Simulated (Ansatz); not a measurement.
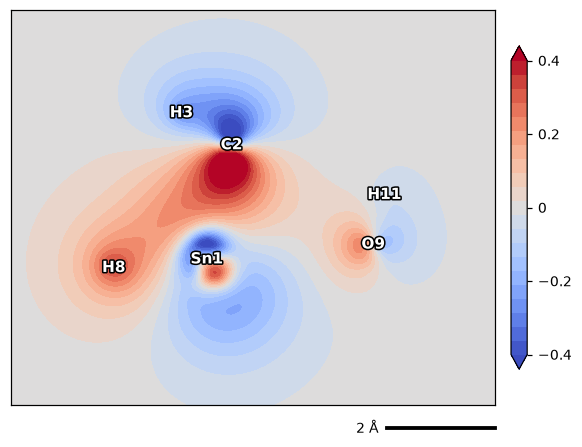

*CH6Sn···H2O. The HOMO−1 on the plane of atoms C2, Sn1 and H8 (values in Å⁻³ᐟ²; the overall sign is arbitrary).*

Core potentials replace the inner electrons of Sn.

Theory: RKS PBE0-D4/def2-SVP in Ansatz.

Input

```
crystal:
  periodic: [false, false, false]
  atoms:
    - { symbol: Sn, position_ang: [-0.171811, -0.1536, 0.105801] }
    - { symbol: C, position_ang: [-0.146026, -0.095496, 2.259594] }
    - { symbol: H, position_ang: [-0.824407, -0.86488, 2.663513] }
    - { symbol: H, position_ang: [0.865492, -0.302222, 2.646971] }
    - { symbol: H, position_ang: [-0.499071, 0.880437, 2.636263] }
    - { symbol: H, position_ang: [1.405552, -0.380372, -0.523151] }
    - { symbol: H, position_ang: [-0.910457, 1.236373, -0.555893] }
    - { symbol: H, position_ang: [-1.108112, -1.526088, -0.353476] }
    - { symbol: O, position_ang: [1.647902, 2.17366, 1.227834] }
    - { symbol: H, position_ang: [2.471279, 1.670751, 1.187907] }
    - { symbol: H, position_ang: [1.18456, 1.777137, 1.996838] }
basis:
  gaussian: { orbitals: def2-SVP }
hamiltonian:
  xc: pbe0
  dispersion: d4
relax:
  f_tol: 0.03
  max_steps: 50
output:
  orbitals: {}
```

Run with:

```sh
ansatz run input.yaml --threads 2 --pin off --max-ram 3072MiB --backend cpu --events-out ev --progress --plain --runs-dir out
```

The fields are those of the run's last geometry, not of the input's.

Where does this orbital lie, and at what energy?

Answer. Its weight (Hirshfeld) is mainly on Sn1 (about 35 %), C2 (about 25 %), H7 (about 15 %), H6 (about 10 %) and H8 (about 5 %). Its energy is −8.29 eV.
